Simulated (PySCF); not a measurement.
# USVWN5/6-31G run of PH2 (SMILES [PH2])

Aim: the energy change on altering one bond length of PH2 at USVWN5/6-31G, from 2 runs. Input form: a Python script.

The calculation is run with PySCF 2.14.0.

13 further runs of the same task are left out: 2 that didn't finish, 11 set aside as unsound or not needed.

## 1. The molecule

PH2: 3 atoms, total charge 0, spin state doublet. As SMILES, `[PH2]`. Geometry: relaxed at GFN2-xTB.

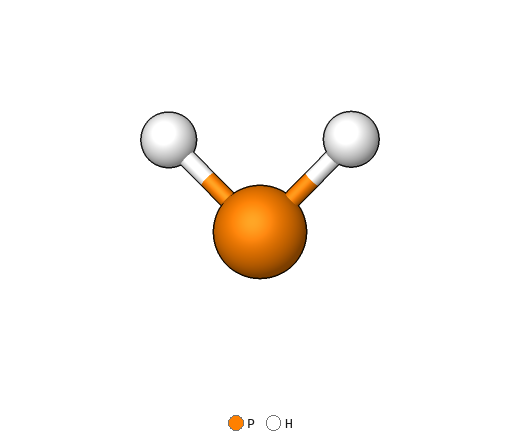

The structure, seen from a chosen angle (phosphorus orange, hydrogen white).

## 2. The energy at USVWN5/6-31G

Input file calc.py:

```python
from pyscf import gto, dft

mol = gto.M(
    atom='''
P        0.514470      -0.302750       0.252680
H        0.111510       1.027360       0.172420
H       -0.625980      -0.724620      -0.425100
''',
    charge=0,
    max_memory=1860,
    verbose=3,
    spin=1,
    basis='6-31g',
)

mf = dft.UKS(mol, xc='svwn')
mf.conv_tol = 1e-10
mf.grids.level = 5
mf.kernel()
if not mf.converged:
    mf = mf.newton().run(mf.mo_coeff, mf.mo_occ)

e_tot = mf.e_tot
print('E = %.10f Eh' % e_tot)
```

Command:

```console
$ OMP_NUM_THREADS=1 python calc.py
```

Log:

```text
converged SCF energy = -341.157134311693  <S^2> = 0.75106627  2S+1 = 2.001066
E = -341.1571343117 Eh
```

It took 1.3 s on 1 thread of Intel Xeon Platinum 8488C (Sapphire Rapids), shared host; peak memory 0.13 GiB.

## 3. The distorted shape at the same level

Input file run.py:

```python
from pyscf import gto, dft

mol = gto.M(
    atom='''
P        1.084717      -0.091807       0.591583
H        0.681757       1.238303       0.511323
H       -0.625980      -0.724620      -0.425100
''',
    basis='6-31g',
    charge=0,
    max_memory=1860,
    verbose=3,
    spin=1,
)

ks = dft.UKS(mol, xc='svwn')
ks.grids.level = 5
ks.conv_tol = 1e-10
ks.kernel()
if not ks.converged:
    ks = ks.newton().run(ks.mo_coeff, ks.mo_occ)

energy = ks.e_tot
print('Final energy', energy)
```

Command:

```console
$ OMP_NUM_THREADS=1 python run.py
```

Log:

```text
converged SCF energy = -341.108503158973  <S^2> = 0.75875552  2S+1 = 2.0087364
Final energy -341.108503158973
```

Run time: 1.4 s. Hardware: 1 thread of Intel Xeon Platinum 8488C (Sapphire Rapids), shared host; peak memory 0.13 GiB.

## 4. Results

Level: USVWN5/6-31G.

```
                                                         quantity          value
                                        first shape: total energy  -341.15713 Eh
                                       first shape: dipole moment         1.50 D
                  first shape: HOMO energy (highest over α and β)       -5.93 eV
                   first shape: LUMO energy (lowest over α and β)       -4.61 eV
                                                first shape: ⟨S²⟩          0.751
                                    distorted shape: total energy  -341.10850 Eh
                                   distorted shape: dipole moment         1.07 D
              distorted shape: HOMO energy (highest over α and β)       -6.05 eV
               distorted shape: LUMO energy (lowest over α and β)       -4.69 eV
                                            distorted shape: ⟨S²⟩          0.759
energy change with the P1–H3 bond stretched from 1.392 to 2.088 Å       1.323 eV
```

With the P1–H3 bond stretched from 1.392 to 2.088 Å the energy rises by 1.32 eV (128 kJ/mol). The first shape isn't relaxed at this level, so the change isn't measured from a minimum.
